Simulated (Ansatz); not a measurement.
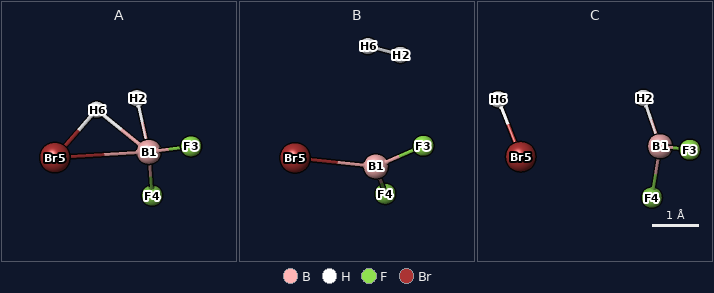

3 geometries from a converged minimum-energy path of BH2BrF2, made up at the start of BHF₂ and HBr, shuffled. The picture is a ball-and-stick view, seen at a tilt.

The calculation used RKS PBE/def2-SVPD in Ansatz 0.2.0. Run with 9 movable images; climbing image; force threshold 0.05 eV/Å; iteration limit 60; starting path through a guess of the saddle point.

**Which frame is the top of the path?**

A. In order along the path, whose images run from 0 to 10: C (image 0, 0.00 eV), A (image 5, +0.82 eV), B (image 10, −0.36 eV). Breaking: B1–H2 (1.20 → 1.33 at the top → 3.00 Å), Br5–H6 (1.44 → 1.72 at the top → 3.62 Å). Forming: B1–Br5 (3.42 → 2.29 at the top → 1.91 Å), H2–H6 (3.51 → 1.07 at the top → 0.77 Å).

Limits of the set-up: the start holds two separate molecules, 3.4 Å apart at their closest, whose relative position is a soft coordinate and is computed without a dispersion correction.
